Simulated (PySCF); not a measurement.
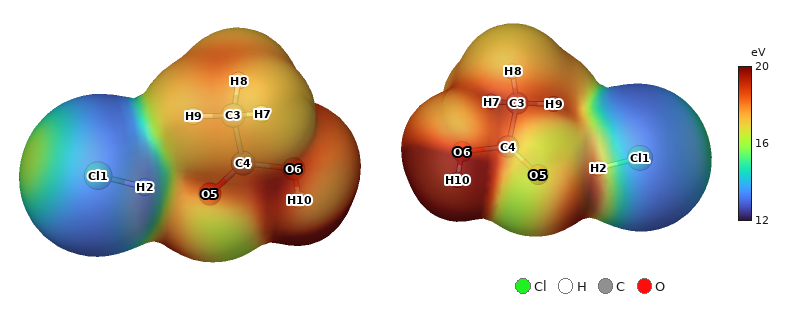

Figure 1: C2H5ClO2, SMILES `Cl.CC(=O)O`. Average local ionisation energy on the surface of electron density 0.001 a.u. (back view left, front view right).

Computed with PySCF, HF/def2-SVP, geometry: GFN2-xTB. The pair's geometry is semi-empirical, so its contact may be too short or too long. GFN2-xTB bond lengths at metals and heavier atoms can be off by up to 0.1 Å and shapes distorted, which carries into these values.

Where are the most loosely bound electrons on this surface?

Answer. The lowest value is 13.0 eV, 2.1 Å from Cl1, and at like points elsewhere. Further minima include 15.9 eV, near O5 (1.79 Å) and H10 (1.92 Å); 17.0 eV, 1.3 Å from H7; 17.4 eV, 1.8 Å from O6. For comparison, the highest occupied orbital lies at −11.7 eV.

What volume does the surface enclose, and what is the dipole moment?

Answer. About 109 Å³; the dipole moment is 4.2 D.
